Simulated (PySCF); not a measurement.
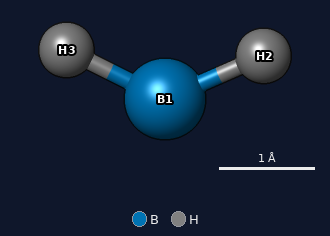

The input geometry (ball-and-stick view, seen at a tilt; atoms are numbered from 1 in the order of the input).

**Geometry relaxation of BH2 (part 1 of 3)**

The run: geometry relaxation of BH2, multiplicity 2, SMILES [BH2]. Method and program: HF/cc-pVTZ-DK, UHF, sfX2C (PySCF 2.14.0).

The geometry comes from this level: GFN2-xTB symmetrised. Figures and captions count atoms from 1; the log counts them from 0 in places.

### The input (calc.py)
```python
import numpy
from pyscf import gto, scf, symm
from pyscf.hessian import thermo
from pyscf.geomopt.geometric_solver import kernel as optimise

mol = gto.M(
    atom='B 0.061960 -0.039192 0.030325; H 0.079166 1.112379 0.162681; H -0.743739 -0.692015 -0.487941',
    spin=1,
    verbose=4,
    max_memory=1860,
    basis='cc-pvtz-dk',
)

mf = scf.UHF(mol)
mf = mf.x2c()
mf = mf.density_fit(auxbasis='aug-cc-pvtz-jkfit')
mf.max_cycle = 100
converged, mol_eq = optimise(mf, maxsteps=100, convergence_set='GAU_TIGHT', coordsys='hdlc')
print('converged:', converged)
print(mol_eq.tostring())

mf.reset(mol_eq)
mol = mol_eq
mf.kernel()
if not mf.converged:
    mf = mf.newton().run(mf.mo_coeff, mf.mo_occ)
e_tot = mf.e_tot
print('E = %.10f Eh' % e_tot)
hess = mf.Hessian().kernel()
modes = thermo.harmonic_analysis(mol, hess)
print('frequencies (1/cm)', numpy.round(modes['freq_wavenumber'], 1))
symm.geom.TOLERANCE = 1e-3  # for the symmetry number
th = thermo.thermo(mf, modes['freq_au'], 298.15, 101325)
thermo.dump_thermo(mol, th)
```

Launched with:
```bash
OMP_NUM_THREADS=1 python calc.py
```

### What the program printed
```
PySCF version 2.14.0

[INPUT] num. atoms = 3
[INPUT] num. electrons = 7
[INPUT] charge = 0
[INPUT] spin (= nelec alpha-beta = 2S) = 1
[INPUT] symmetry False subgroup None
[INPUT] Mole.unit = angstrom
[INPUT] Symbol           X                Y                Z      unit          X                Y                Z       unit  Magmom
[INPUT]  1 B      0.061960000000  -0.039192000000   0.030325000000 AA    0.117087430678  -0.074062146274   0.057305944727 Bohr   0.0
[INPUT]  2 H      0.079166000000   1.112379000000   0.162681000000 AA    0.149602058377   2.102091656718   0.307422535670 Bohr   0.0
[INPUT]  3 H     -0.743739000000  -0.692015000000  -0.487941000000 AA   -1.405463018158  -1.307718824091  -0.922074854946 Bohr   0.0

nuclear repulsion = 4.81824436160346
number of shells = 21
number of NR pGTOs = 74
number of NR cGTOs = 58
basis = cc-pvtz-dk
ecp = {}
Create scanner for <class 'pyscf.df.grad.uhf.Gradients'>
Create scanner for <class 'pyscf.df.df_jk.DFsfX2C1eUHF'>

#|     Arguments passed to driver run_optimizer():      |#
convergence_set           GAU_TIGHT
coordsys                  hdlc
customengine              <pyscf.geomopt.geometric_solver.PySCFEngine object>
maxiter                   100
----------------------------------------------------------
Custom engine selected.
Bonds will be generated from interatomic distances less than 1.20 times sum of covalent radii
9 internal coordinates being used (instead of 9 Cartesians)
Internal coordinate system (atoms numbered from 1):
Distance 1-2
Distance 1-3
Angle 2-1-3
Cartesian-X 1
Cartesian-X 2
Cartesian-X 3
Cartesian-Y 1
Cartesian-Y 2
Cartesian-Y 3
Cartesian-Z 1
Cartesian-Z 2
Cartesian-Z 3
<class 'geometric.internal.Distance'> : 2
<class 'geometric.internal.Angle'> : 1
<class 'geometric.internal.CartesianX'> : 3
<class 'geometric.internal.CartesianY'> : 3
<class 'geometric.internal.CartesianZ'> : 3
> ===== Optimization Info: ====
> Job type: Energy minimization
> Maximum number of optimization cycles: 100
> Initial / maximum trust radius (Angstrom): 0.100 / 0.300
> Convergence Criteria:
> Will converge when all 5 criteria are reached:
>  |Delta-E| < 1.00e-06
>  RMS-Grad  < 1.00e-05
>  Max-Grad  < 1.50e-05
>  RMS-Disp  < 4.00e-05
>  Max-Disp  < 6.00e-05
> === End Optimization Info ===

Geometry optimization cycle 1
Cartesian coordinates (Angstrom)
 Atom        New coordinates             dX        dY        dZ
   B   0.061960  -0.039192   0.030325    0.000000  0.000000  0.000000
   H   0.079166   1.112379   0.162681    0.000000  0.000000  0.000000
   H  -0.743739  -0.692015  -0.487941    0.000000  0.000000  0.000000

WARN: Mole.unit (angstrom) is changed to Bohr

New geometry
   1 B      0.061960000000  -0.039192000000   0.030325000000 AA    0.117087430678  -0.074062146274   0.057305944727 Bohr
   2 H      0.079166000000   1.112379000000   0.162681000000 AA    0.149602058377   2.102091656718   0.307422535670 Bohr
   3 H     -0.743739000000  -0.692015000000  -0.487941000000 AA   -1.405463018158  -1.307718824091  -0.922074854946 Bohr

******** <class 'pyscf.scf.hf.DFsfX2C1eUHF_Scanner'> ********
method = DFsfX2C1eUHF_Scanner
initial guess = minao
damping factor = 0
level_shift factor = 0
DIIS = <class 'pyscf.scf.diis.CDIIS'>
diis_start_cycle = 1
diis_space = 8
diis_damp = 0
SCF conv_tol = 1e-09
SCF conv_tol_grad = None
SCF max_cycles = 100
direct_scf = False
number electrons alpha = 4  beta = 3

******** <class 'pyscf.x2c.sfx2c1e.SpinFreeX2CHelper'> ********
approx = 1e
xuncontract = 1
Set gradient conv threshold to 3.16228e-05
******** <class 'pyscf.df.df.DF'> ********
auxbasis = aug-cc-pvtz-jkfit
init E= -25.5507676060946
  alpha nocc = 4  HOMO = -0.0662177072425694  LUMO = -0.0095473343055934
  beta  nocc = 3  HOMO = -0.393532580299326  LUMO = -0.0662177072425694

WARN: HOMO -0.0662177072425694 >= LUMO -0.0662177072425694

cycle= 1 E= -25.734130265567  delta_E= -0.183  |g|= 0.151  |ddm|= 0.778
  alpha nocc = 4  HOMO = -0.346760371650767  LUMO = 0.0495503169527929
  beta  nocc = 3  HOMO = -0.543181567446876  LUMO = 0.0408170528938516
  HOMO = -0.346760371651  LUMO = 0.0408170528939  gap/eV = 10.54652
cycle= 2 E= -25.761749677255  delta_E= -0.0276  |g|= 0.0517  |ddm|= 0.263
  alpha nocc = 4  HOMO = -0.335285270285556  LUMO = 0.087577889201027
  beta  nocc = 3  HOMO = -0.516739049946645  LUMO = 0.0706990198226878
  HOMO = -0.335285270286  LUMO = 0.0706990198227  gap/eV = 11.04740
cycle= 3 E= -25.765570592891  delta_E= -0.00382  |g|= 0.0187  |ddm|= 0.0924
  alpha nocc = 4  HOMO = -0.345836263988551  LUMO = 0.0893561323033509
  beta  nocc = 3  HOMO = -0.519959937230924  LUMO = 0.0698795319866683
  HOMO = -0.345836263989  LUMO = 0.0698795319867  gap/eV = 11.31220
cycle= 4 E= -25.7662987399434  delta_E= -0.000728  |g|= 0.00679  |ddm|= 0.0458
  alpha nocc = 4  HOMO = -0.347696065608772  LUMO = 0.08972080521146
  beta  nocc = 3  HOMO = -0.519504635153892  LUMO = 0.0703729058988953
  HOMO = -0.347696065609  LUMO = 0.0703729058989  gap/eV = 11.37624
cycle= 5 E= -25.7664034823813  delta_E= -0.000105  |g|= 0.00203  |ddm|= 0.016
  alpha nocc = 4  HOMO = -0.348160093601883  LUMO = 0.0901556786923754
  beta  nocc = 3  HOMO = -0.518928490903148  LUMO = 0.0708381252599546
  HOMO = -0.348160093602  LUMO = 0.07083812526  gap/eV = 11.40152
cycle= 6 E= -25.7664121443308  delta_E= -8.66e-06  |g|= 0.000522  |ddm|= 0.00497
  alpha nocc = 4  HOMO = -0.347970173601229  LUMO = 0.0900848259121672
  beta  nocc = 3  HOMO = -0.518933521728876  LUMO = 0.07083061469526
  HOMO = -0.347970173601  LUMO = 0.0708306146953  gap/eV = 11.39615
cycle= 7 E= -25.7664126678894  delta_E= -5.24e-07  |g|= 0.000134  |ddm|= 0.00107
  alpha nocc = 4  HOMO = -0.347996570466123  LUMO = 0.0900851731600678
  beta  nocc = 3  HOMO = -0.518957604057871  LUMO = 0.0708241993042718
  HOMO = -0.347996570466  LUMO = 0.0708241993043  gap/eV = 11.39669
cycle= 8 E= -25.7664127061715  delta_E= -3.83e-08  |g|= 4.4e-05  |ddm|= 0.000361
  alpha nocc = 4  HOMO = -0.347988658305563  LUMO = 0.0900812873604808
  beta  nocc = 3  HOMO = -0.518965497038318  LUMO = 0.0708218695671752
  HOMO = -0.347988658306  LUMO = 0.0708218695672  gap/eV = 11.39641
cycle= 9 E= -25.7664127106352  delta_E= -4.46e-09  |g|= 9.18e-06  |ddm|= 0.000146
  alpha nocc = 4  HOMO = -0.347990339610985  LUMO = 0.090082282024694
  beta  nocc = 3  HOMO = -0.518964989861383  LUMO = 0.0708231457628132
  HOMO = -0.347990339611  LUMO = 0.0708231457628  gap/eV = 11.39650
cycle= 10 E= -25.7664127108042  delta_E= -1.69e-10  |g|= 1.65e-06  |ddm|= 2.41e-05
  alpha nocc = 4  HOMO = -0.347990314981348  LUMO = 0.0900822808971755
  beta  nocc = 3  HOMO = -0.518965104898466  LUMO = 0.0708231590703665
  HOMO = -0.347990314981  LUMO = 0.0708231590704  gap/eV = 11.39650
Extra cycle  E= -25.766412710808  delta_E= -3.77e-12  |g|= 7.81e-07  |ddm|= 2.01e-06
converged SCF energy = -25.766412710808  <S^2> = 0.75364804  2S+1 = 2.0036447

******** <class 'pyscf.grad.rhf.Gradients_Scanner'> for <class 'pyscf.scf.hf.DFsfX2C1eUHF_Scanner'> ********
unit = Eh/Bohr
--------------- DFsfX2C1eUHF_Scanner gradients ---------------
         x                y                z
0 B    -0.0086840354     0.0054925608    -0.0042502445
1 H    -0.0001894391    -0.0126822800    -0.0014576115
2 H     0.0088734745     0.0071897192     0.0057078560
----------------------------------------------
cycle 1: E = -25.7664127108  dE = -25.7664  norm(grad) = 0.0212051
Step    0 : Gradient = 1.224e-02/1.277e-02 (rms/max) Energy = -25.7664127108
Hessian Eigenvalues: 5.00000e-02 5.00000e-02 5.00000e-02 ... 1.00797e-01 1.81266e-01 2.15706e-01

Geometry optimization cycle 2
Cartesian coordinates (Angstrom)
 Atom        New coordinates             dX        dY        dZ
   B   0.068188  -0.043131   0.033373    0.006228 -0.003939  0.003048
   H   0.082998   1.129579   0.166648    0.003832  0.017200  0.003967
   H  -0.753799  -0.705275  -0.494957   -0.010060 -0.013260 -0.007016
New geometry
   1 B      0.068188179949  -0.043131287670   0.033373267161 AA    0.128856985037  -0.081506321096   0.063066334816 Bohr
   2 H      0.082997686480   1.129578617588   0.166648466003 AA    0.156842896419   2.134594223406   0.314919959825 Bohr
   3 H     -0.753798866429  -0.705275329919  -0.494956733164 AA   -1.424473410558  -1.332777215958  -0.935332669189 Bohr

******** <class 'pyscf.scf.hf.DFsfX2C1eUHF_Scanner'> ********
method = DFsfX2C1eUHF_Scanner
initial guess = minao
damping factor = 0
level_shift factor = 0
DIIS = <class 'pyscf.scf.diis.CDIIS'>
diis_start_cycle = 1
diis_space = 8
diis_damp = 0
SCF conv_tol = 1e-09
SCF conv_tol_grad = None
SCF max_cycles = 100
direct_scf = False
number electrons alpha = 4  beta = 3

******** <class 'pyscf.x2c.sfx2c1e.SpinFreeX2CHelper'> ********
approx = 1e
xuncontract = 1
Set gradient conv threshold to 3.16228e-05
******** <class 'pyscf.df.df.DF'> ********
auxbasis = aug-cc-pvtz-jkfit
init E= -25.754449207914
  alpha nocc = 4  HOMO = -0.354166086564873  LUMO = 0.0851064290266903
  beta  nocc = 3  HOMO = -0.518593545684761  LUMO = 0.0661384251226504
  HOMO = -0.354166086565  LUMO = 0.0661384251227  gap/eV = 11.43707
cycle= 1 E= -25.7669632117223  delta_E= -0.0125  |g|= 0.00362  |ddm|= 0.00967
  alpha nocc = 4  HOMO = -0.34852993231931  LUMO = 0.0894647919665159
  beta  nocc = 3  HOMO = -0.512981236040781  LUMO = 0.0709231921950888
  HOMO = -0.348529932319  LUMO = 0.0709231921951  gap/eV = 11.41390
cycle= 2 E= -25.7669762522232  delta_E= -1.3e-05  |g|= 0.000877  |ddm|= 0.00366
  alpha nocc = 4  HOMO = -0.349260820480186  LUMO = 0.0889556758024472
  beta  nocc = 3  HOMO = -0.513723375175559  LUMO = 0.070324241086734
  HOMO = -0.34926082048  LUMO = 0.0703242410867  gap/eV = 11.41749
cycle= 3 E= -25.7669772254448  delta_E= -9.73e-07  |g|= 0.000321  |ddm|= 0.00131
  alpha nocc = 4  HOMO = -0.349266235921916  LUMO = 0.0889747714880835
  beta  nocc = 3  HOMO = -0.513625670644576  LUMO = 0.0703468813642472
  HOMO = -0.349266235922  LUMO = 0.0703468813642  gap/eV = 11.41825
cycle= 4 E= -25.7669774343341  delta_E= -2.09e-07  |g|= 0.000123  |ddm|= 0.000764
  alpha nocc = 4  HOMO = -0.349294194216469  LUMO = 0.0889715539356297
  beta  nocc = 3  HOMO = -0.513579263976345  LUMO = 0.0703463304946643
  HOMO = -0.349294194216  LUMO = 0.0703463304947  gap/eV = 11.41900
cycle= 5 E= -25.7669774702433  delta_E= -3.59e-08  |g|= 3.7e-05  |ddm|= 0.000409
  alpha nocc = 4  HOMO = -0.349291592022918  LUMO = 0.088977891861723
  beta  nocc = 3  HOMO = -0.513568873752092  LUMO = 0.0703498929728648
  HOMO = -0.349291592023  LUMO = 0.0703498929729  gap/eV = 11.41903
cycle= 6 E= -25.76697747306  delta_E= -2.82e-09  |g|= 1.16e-05  |ddm|= 0.000107
  alpha nocc = 4  HOMO = -0.349291301724911  LUMO = 0.0889763929031435
  beta  nocc = 3  HOMO = -0.513572014537264  LUMO = 0.0703477623922035
  HOMO = -0.349291301725  LUMO = 0.0703477623922  gap/eV = 11.41896
cycle= 7 E= -25.7669774733652  delta_E= -3.05e-10  |g|= 2.86e-06  |ddm|= 3.22e-05
  alpha nocc = 4  HOMO = -0.349290817579304  LUMO = 0.0889761619089056
  beta  nocc = 3  HOMO = -0.513572336905938  LUMO = 0.0703475114189906
  HOMO = -0.349290817579  LUMO = 0.070347511419  gap/eV = 11.41894
Extra cycle  E= -25.7669774733778  delta_E= -1.26e-11  |g|= 1.67e-06  |ddm|= 4.24e-06
converged SCF energy = -25.7669774733778  <S^2> = 0.75364523  2S+1 = 2.0036419

******** <class 'pyscf.grad.rhf.Gradients_Scanner'> for <class 'pyscf.scf.hf.DFsfX2C1eUHF_Scanner'> ********
unit = Eh/Bohr
--------------- DFsfX2C1eUHF_Scanner gradients ---------------
         x                y                z
0 B    -0.0013550449     0.0008570890    -0.0006631983
1 H     0.0001521528    -0.0015805190    -0.0000837783
2 H     0.0012028922     0.0007234300     0.0007469766
----------------------------------------------
cycle 2: E = -25.7669774734  dE = -0.000564763  norm(grad) = 0.00284026
Step    1 : Displace = 1.545e-02/1.806e-02 (rms/max) Trust = 1.000e-01 (=) Grad = 1.640e-03/1.735e-03 (rms/max) E (change) = -25.7669774734 (-5.648e-04) Quality = 1.111
Hessian Eigenvalues: 5.00000e-02 5.00000e-02 5.00000e-02 ... 1.01547e-01 1.57275e-01 2.15706e-01

Geometry optimization cycle 3
Cartesian coordinates (Angstrom)
 Atom        New coordinates             dX        dY        dZ
   B   0.069740  -0.044113   0.034133    0.001552 -0.000982  0.000759
   H   0.082993   1.131760   0.166878   -0.000005  0.002182  0.000230
   H  -0.755346  -0.706475  -0.495946   -0.001547 -0.001200 -0.000989
New geometry
   1 B      0.069739931041  -0.044112806143   0.034132738251 AA    0.131789369614  -0.083361122197   0.064501527175 Bohr
   2 H      0.082992890547   1.131760126358   0.166878376520 AA    0.156833833421   2.138716677520   0.315354427735 Bohr
   3 H     -0.755345821589  -0.706475320215  -0.495946114770 AA   -1.427396732138  -1.335044868970  -0.937202329458 Bohr

******** <class 'pyscf.scf.hf.DFsfX2C1eUHF_Scanner'> ********
method = DFsfX2C1eUHF_Scanner
initial guess = minao
damping factor = 0
level_shift factor = 0
DIIS = <class 'pyscf.scf.diis.CDIIS'>
diis_start_cycle = 1
diis_space = 8
diis_damp = 0
SCF conv_tol = 1e-09
SCF conv_tol_grad = None
SCF max_cycles = 100
direct_scf = False
number electrons alpha = 4  beta = 3

******** <class 'pyscf.x2c.sfx2c1e.SpinFreeX2CHelper'> ********
approx = 1e
xuncontract = 1
Set gradient conv threshold to 3.16228e-05
******** <class 'pyscf.df.df.DF'> ********
auxbasis = aug-cc-pvtz-jkfit
init E= -25.7651348068712
  alpha nocc = 4  HOMO = -0.350490699913793  LUMO = 0.0881594497709566
  beta  nocc = 3  HOMO = -0.513326806514235  LUMO = 0.0696542908946718
  HOMO = -0.350490699914  LUMO = 0.0696542908947  gap/eV = 11.43273
cycle= 1 E= -25.7669877401607  delta_E= -0.00185  |g|= 0.000554  |ddm|= 0.00158
  alpha nocc = 4  HOMO = -0.349561088007239  LUMO = 0.0887944126391389
  beta  nocc = 3  HOMO = -0.512549191298217  LUMO = 0.0703661498204893
  HOMO = -0.349561088007  LUMO = 0.0703661498205  gap/eV = 11.42680
cycle= 2 E= -25.7669880538409  delta_E= -3.14e-07  |g|= 0.000147  |ddm|= 0.000581
  alpha nocc = 4  HOMO = -0.349676810914386  LUMO = 0.0887181258137124
  beta  nocc = 3  HOMO = -0.512651658016442  LUMO = 0.0702781413344864
  HOMO = -0.349676810914  LUMO = 0.0702781413345  gap/eV = 11.42756
cycle= 3 E= -25.7669880844663  delta_E= -3.06e-08  |g|= 5.88e-05  |ddm|= 0.00024
  alpha nocc = 4  HOMO = -0.349679098679823  LUMO = 0.0887233378864769
  beta  nocc = 3  HOMO = -0.512629362937937  LUMO = 0.0702842081110964
  HOMO = -0.34967909868  LUMO = 0.0702842081111  gap/eV = 11.42778
cycle= 4 E= -25.766988091908  delta_E= -7.44e-09  |g|= 2.2e-05  |ddm|= 0.000155
  alpha nocc = 4  HOMO = -0.349684380302753  LUMO = 0.0887237028470338
  beta  nocc = 3  HOMO = -0.512619684092537  LUMO = 0.0702847650371021
  HOMO = -0.349684380303  LUMO = 0.0702847650371  gap/eV = 11.42794
cycle= 5 E= -25.7669880930986  delta_E= -1.19e-09  |g|= 5.76e-06  |ddm|= 8.08e-05
  alpha nocc = 4  HOMO = -0.349683796586197  LUMO = 0.0887248099404978
  beta  nocc = 3  HOMO = -0.51261832163737  LUMO = 0.0702853071235898
  HOMO = -0.349683796586  LUMO = 0.0702853071236  gap/eV = 11.42794
cycle= 6 E= -25.7669880931638  delta_E= -6.52e-11  |g|= 1.87e-06  |ddm|= 1.54e-05
  alpha nocc = 4  HOMO = -0.349683800029074  LUMO = 0.0887245928309675
  beta  nocc = 3  HOMO = -0.512618725438412  LUMO = 0.070285055327024
  HOMO = -0.349683800029  LUMO = 0.070285055327  gap/eV = 11.42793
Extra cycle  E= -25.766988093169  delta_E= -5.2e-12  |g|= 1.15e-06  |ddm|= 2.51e-06
converged SCF energy = -25.766988093169  <S^2> = 0.75363479  2S+1 = 2.0036315

******** <class 'pyscf.grad.rhf.Gradients_Scanner'> for <class 'pyscf.scf.hf.DFsfX2C1eUHF_Scanner'> ********
unit = Eh/Bohr
--------------- DFsfX2C1eUHF_Scanner gradients ---------------
         x                y                z
0 B    -0.0002164361     0.0001369009    -0.0001059300
1 H     0.0001032353    -0.0000793751     0.0000490255
2 H     0.0001132007    -0.0000575257     0.0000569044
----------------------------------------------
cycle 3: E = -25.7669880932  dE = -1.06198e-05  norm(grad) = 0.000339898
Step    2 : Displace = 2.127e-03/2.194e-03 (rms/max) Trust = 1.414e-01 (+) Grad = 1.962e-04/2.771e-04 (rms/max) E (change) = -25.7669880932 (-1.062e-05) Quality = 1.082
Hessian Eigenvalues: 5.00000e-02 5.00000e-02 5.00000e-02 ... 9.69808e-02 1.50791e-01 2.15706e-01

Geometry optimization cycle 4
Cartesian coordinates (Angstrom)
 Atom        New coordinates             dX        dY        dZ
   B   0.070194  -0.044400   0.034355    0.000454 -0.000287  0.000222
   H   0.082706   1.131774   0.166720   -0.000286  0.000014 -0.000158
   H  -0.755514  -0.706202  -0.496010   -0.000168  0.000274 -0.000064
New geometry
   1 B      0.070194083870  -0.044400070623   0.034355013274 AA    0.132647594080  -0.083903973388   0.064921566093 Bohr
   2 H      0.082706484607   1.131773665382   0.166720330636 AA    0.156292604633   2.138742262567   0.315055764300 Bohr
   3 H     -0.755513568478  -0.706201594759  -0.496010343910 AA   -1.427713727817  -1.334527602826  -0.937323704941 Bohr

******** <class 'pyscf.scf.hf.DFsfX2C1eUHF_Scanner'> ********
method = DFsfX2C1eUHF_Scanner
initial guess = minao
damping factor = 0
level_shift factor = 0
DIIS = <class 'pyscf.scf.diis.CDIIS'>
diis_start_cycle = 1
diis_space = 8
diis_damp = 0
SCF conv_tol = 1e-09
SCF conv_tol_grad = None
SCF max_cycles = 100
direct_scf = False
number electrons alpha = 4  beta = 3
```
